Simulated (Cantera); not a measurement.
Input: 1 mol PbO, 8.7 mol CO, 0.37 mol H₂, at 100000 Pa.

These are equilibrium values from Cantera (NASA tables, ideal gas, pure condensed phases), not measurements of a reactor. Candidate condensed phases: C, C₆H₆, C₇H₈, C₈H₁₈, H₂O, Pb, PbO, PbO₂, Pb₃O₄; 113 gas species. Gases not in the tables: (PbO)n polymers. Kinetics and transport are ignored.

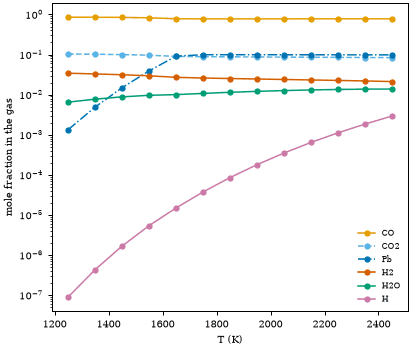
Figure: Equilibrium gas composition (values under 1e-9 drawn at 1e-9)

From 1250 K to 1650 K the condensed part is Pb(l). From 1750 K to 2450 K nothing is condensed.
